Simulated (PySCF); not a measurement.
# C2H10GeSi (SMILES C[SiH](C)[GeH3]): what the fields show

The calculation's input:

```
{"job": {"kind": "uv", "xc": "B3LYP", "basis": "def2-SVPD", "nstates": 8, "ntriplets": 3}, "charge": 0, "multiplicity": 1}
C     -1.322487    -1.349746     0.108059
Si    -0.247151     0.073009    -0.552678
C     -0.754387     1.702259     0.286501
Ge     2.017222    -0.360700    -0.090647
H     -1.212294    -1.457412     1.184151
H     -2.375510    -1.186835    -0.100927
H     -1.037377    -2.294434    -0.346470
H     -0.448331     0.192631    -2.007234
H     -1.789629     1.956920     0.080853
H     -0.135733     2.525525    -0.060232
H     -0.637092     1.636653     1.365368
H      2.868342    -0.718439    -1.274369
H      2.287479    -1.492840     0.859438
H      2.786270     0.772936     0.526021
```

Command:

```sh
OMP_NUM_THREADS=1 python probes_run.py task.json out
```

Geometry: GFN2-xTB.

All numbers below come from B3LYP/def2-SVPD, SCF density, gas phase in PySCF.

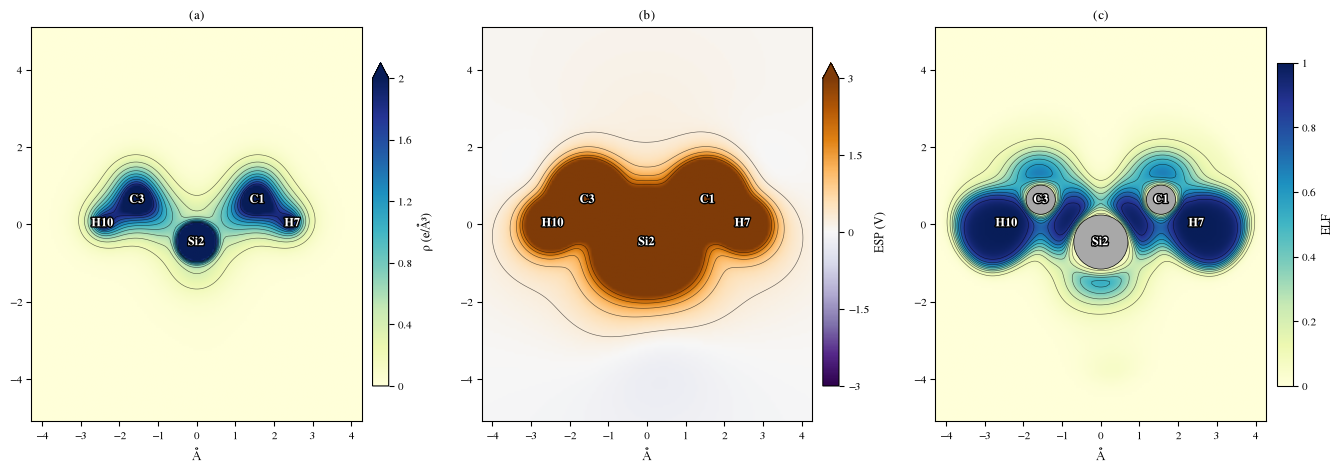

Figure 1. (a) electron density; (b) molecular electrostatic potential; (c) electron localisation function on the plane of atoms C1, Si2 and C3. Grey discs cover the atomic cores in the ELF map.

**Describe what can be read from this map.**

The section cuts through C, Si and H sites. C–Si (1.90 Å): ρ is about 0.92 e/Å³ halfway; the ELF peaks at about 0.95 between the atoms: localised, covalent bonding. C–H (1.09 Å): ρ at the midpoint is about 1.9 e/Å³; the ELF climbs to about 1 towards the hydrogen, as it does in any bond to H: an ordinary covalent bond to hydrogen. The potential has no marked negative region in this plane.

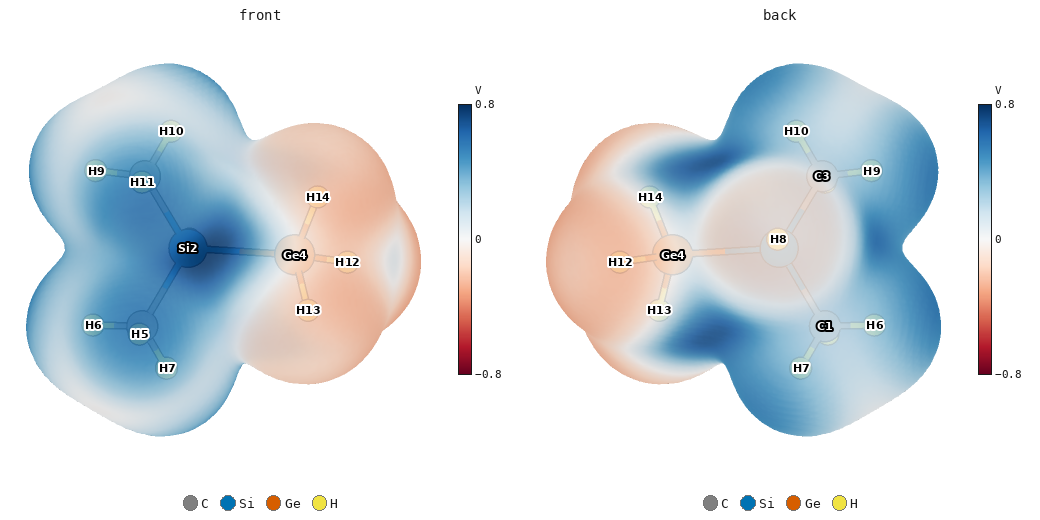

Figure 2. The electrostatic potential painted on the density surface at 0.001 e/bohr³, seen from the front and from behind; the colour scale runs from red (negative) to blue (positive).

**Describe the electrostatic potential map.**

The most negative region (about −0.3 V) lies over H12, H13 and H14, the most positive (about +0.7 V) over Si2 and Ge4.
